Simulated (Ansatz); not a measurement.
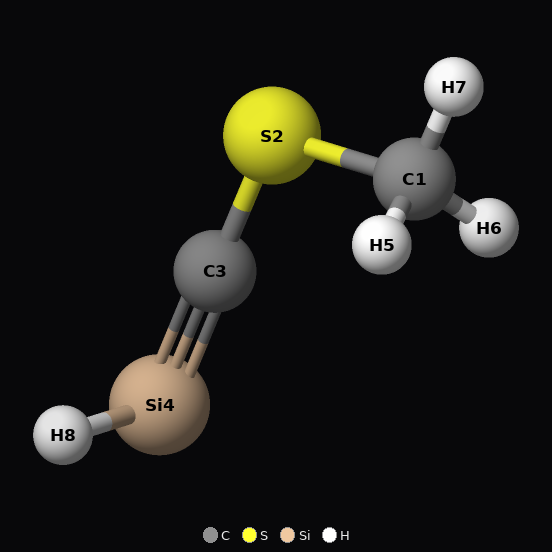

The atoms are numbered. The computed structure is the end point of a PBE0-D4/def2-TZVP optimisation. No frequency run is at hand to confirm it as a minimum.

Which atoms are bonded, and how long are the bonds?

```csv
bond,length (Å),order
C1–S2,1.820,single
C1–H5,1.089,single
C1–H6,1.089,single
C1–H7,1.091,single
S2–C3,1.600,single
C3–Si4,1.712,triple
Si4–H8,1.522,single
```
